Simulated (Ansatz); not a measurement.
## InSb, pressure series

Base system: InSb in the zinc blende structure (space group F-43m, No. 216; a = 6.450 Å).

Cell and atoms are relaxed at each pressure.

Calculations: Ansatz (an electronic-structure program), LDA, PAW, cutoff 420 eV, spin-orbit coupling left out.

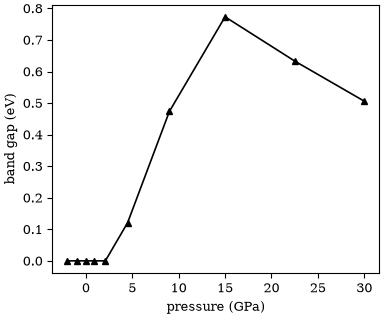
Figure. Band gap against pressure

Task: From the plot, what is the band gap for pressure 4.5 GPa?

Result: About 0.12 eV.

Task: Is the trend monotonic over the range shown?

Result: No, it turns within the range, spanning zero to 0.77 eV.

With Sb present, leaving out spin-orbit coupling can change the band edges. Load acts through the strain it causes; cell and atoms are relaxed under it. Whether these cells are dynamically stable was not tested. Tetrahedral semiconductors of this kind turn to denser phases somewhere between about 1 and 50 GPa; those were not computed, so compressed cells here can lie past the real transition. All final runs are without spin polarisation. A zero or small gap of InSb can be the functional's error rather than a property of the material.
